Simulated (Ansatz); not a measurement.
AlHNO (charge −1)

```xyz
4

Al    1.0497    0.4374    0.2439
N     0.0779   -0.9076    0.6530
O     1.7517    1.8641   -0.1328
H     0.4010   -1.8602    0.7667
```

Geometry: B3LYP-D4/def2-TZVPD.

All numbers below come from isolated molecule in a Gaussian basis; Kohn-Sham density functional theory, functional PBE0 in Ansatz 0.2.0.

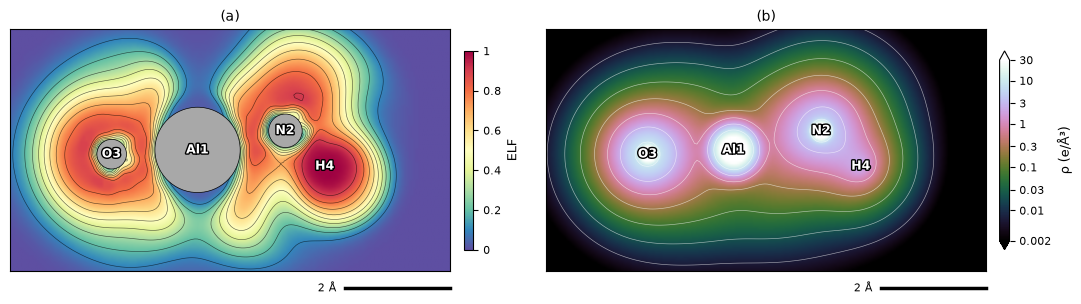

Figure 1. (a) ELF; (b) total electron density on the molecular plane. Grey discs cover the atomic cores in the ELF map.

**Describe what can be read from this map.**

- Atoms in the plane: Al, N, O and H.
- Al–O (1.63 Å): ρ at the midpoint is about 1 e/Å³; the ELF peaks at about 0.85 in the valence shell of O, 0.6 Å from its nucleus, and is about 0.35 at the midpoint.
- Al–N (1.71 Å): ρ at the midpoint is about 0.92 e/Å³; the ELF peaks at about 0.85 in the valence shell of N, 0.6 Å from its nucleus, and is about 0.55 at the midpoint.
- N–H (1.01 Å): ρ at the midpoint is about 2.7 e/Å³; the ELF climbs to about 1 towards the hydrogen, as it does in any bond to H (an ordinary covalent bond to hydrogen).
- The ELF also peaks beside O3 and N2, away from the bonds: lone-pair regions.

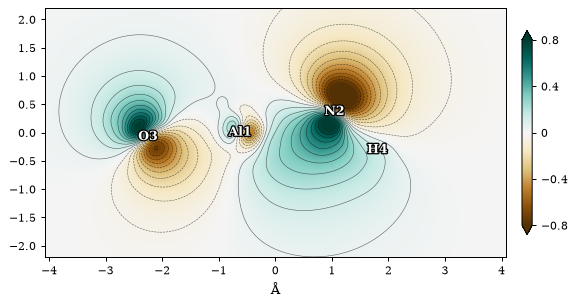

Figure 2. The HOMO−1 on the molecular plane (values in Å⁻³ᐟ²; the overall sign is arbitrary).

**Where does this orbital lie, and at what energy?**

It lies mainly on N2 (about 55 %), O3 (about 20 %) and Al1 (about 15 %); it is symmetric in the molecular plane (an in-plane orbital: σ, lone-pair or in-plane π type). Its energy is −1.58 eV.
